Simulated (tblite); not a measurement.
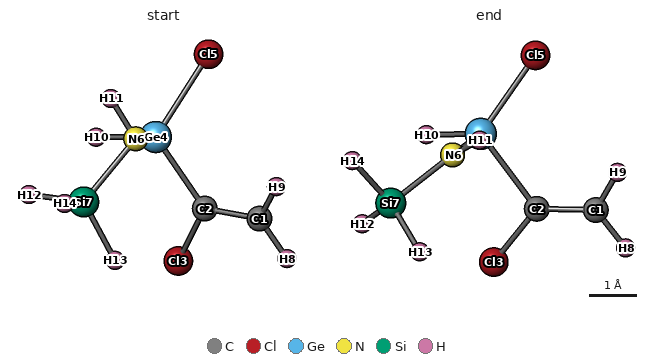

The structure of C2H7Cl2GeNSi (charge +1, multiplicity 2) before (left) and after (right) a relaxation, at one scale.

The picture is a ball-and-stick view, seen at a tilt.

Computed with tblite 0.8.0, GFN2-xTB geometry optimisation, gas phase. 

Question: Describe what moved and what it gained.

Answer: The largest moves after the best rigid fit, 1.35 Å, are those of H11 and H14. By element the largest moves are H 1.35 Å, Cl 0.52 Å, C 0.47 Å, N 0.44 Å, Si 0.42 Å, Ge 0.07 Å. Among the contacts that change: C2–Ge4 1.925 → 2.081 Å, Ge4–Cl5 2.163 → 2.072 Å, C2–Cl3 1.747 → 1.680 Å, Ge4–N6 1.874 → 1.819 Å. Bond angles that change, for instance: Ge4–N6–Si7 107.3° → 131.6°, Cl3–C2–Ge4 119.9° → 108.9°, C1–C2–Cl3 119.5° → 129.3°. Groups turn about C2–Ge4 by about 30°. After 151 geometry steps the energy has fallen by 21.3 kcal/mol.
